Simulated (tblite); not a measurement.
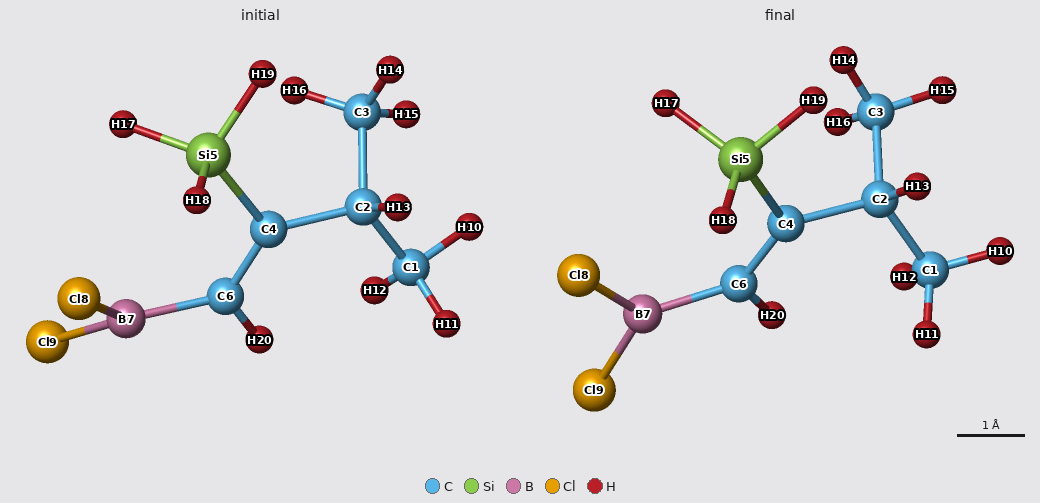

The structure of C5H11BCl2Si before (left) and after (right) a relaxation, at one scale.

The picture is a ball-and-stick view, seen at a tilt.

The calculation used GFN2-xTB geometry optimisation, gas phase in tblite 0.8.0. 

**What changed between the two?**

After 128 geometry steps the energy has fallen by 1.109 eV. H14 moves most after the best rigid fit: 1.12 Å. Largest moves by element: H 1.12 Å, Cl 0.85 Å, Si 0.43 Å, C 0.29 Å, B 0.16 Å. Among the contacts that change: Si5–Cl8 2.910 → 3.061 Å, B7–Cl9 1.864 → 1.730 Å, B7–Cl8 1.833 → 1.725 Å, C1–H10 1.143 → 1.088 Å. Bond angles that change, for instance: H10–C1–H11 101.8° → 108.4°, C2–C3–H14 104.8° → 110.7°, C2–C1–H12 117.2° → 111.4°. Groups turn about C2–C3 by about 50°, C6–B7 by about 40°, C1–C2 by about 35°. Cost: 2.6 s on 1 thread of Arm Neoverse N1 (shared host).
